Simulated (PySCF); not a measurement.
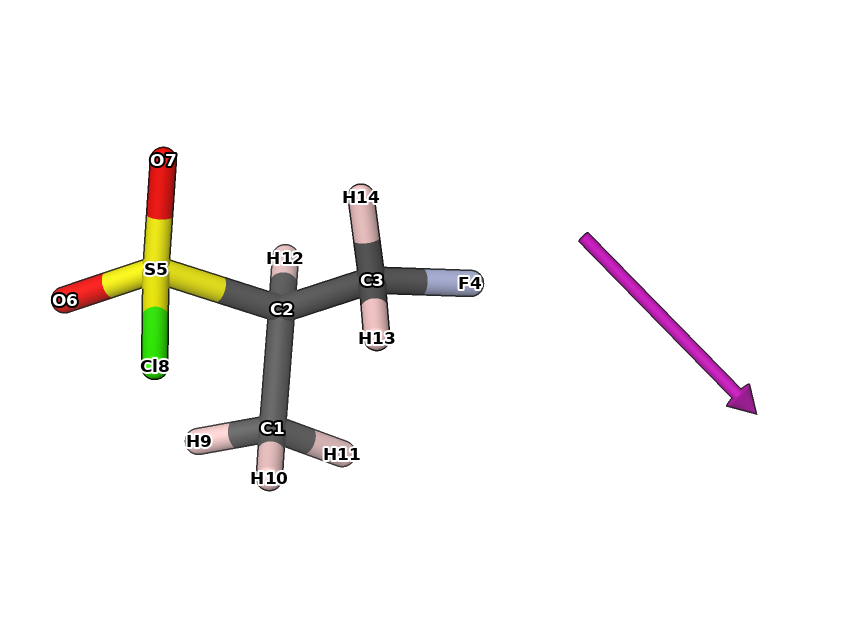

The arrow beside the molecule shows the direction of the dipole moment, from the negative to the positive end (its length means nothing). Computed geometry: GFN2-xTB optimisation. No frequency run is at hand to confirm it as a minimum. Properties computed with PBE0/def2-SVPD, gas phase (PySCF 2.14.0).

Question: How large is the dipole moment?

Answer: 2.75 D; it points from the side of O7 to the side of H11 (the outermost atoms at the two ends).
